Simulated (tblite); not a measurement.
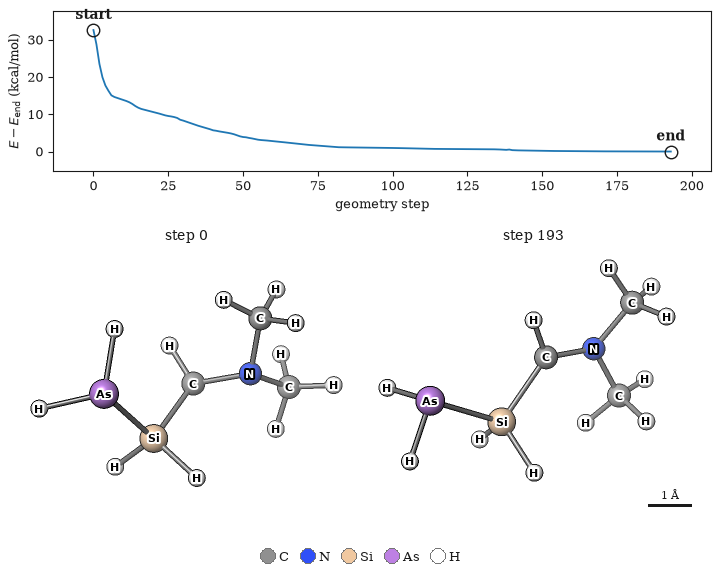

First and last geometry of a relaxation of C$_{3}$H$_{11}$AsNSi (multiplicity 2), with the history of the run. A ball-and-stick model, seen at a tilt.

The calculation used GFN2-xTB geometry optimisation, gas phase (tblite). 

**What do the curves and the structures tell?**

It converged. An H atom moves most after the best rigid fit: 2.44 Å. By element the largest moves are H 2.44 Å, C 1.17 Å, N 0.63 Å, As 0.52 Å, Si 0.40 Å. Some distances before and after: As–H 1.570 → 1.500 Å, C–N 1.435 → 1.366 Å, As–H 1.547 → 1.502 Å, C–H 1.117 → 1.091 Å. Among the angles between lasting bonds that change: H–As–H 111.2° → 89.1°, Si–As–H 107.5° → 91.8°, Si–As–H 108.0° → 93.1°. Over 193 geometry steps the energy falls by 32.6 kcal/mol.
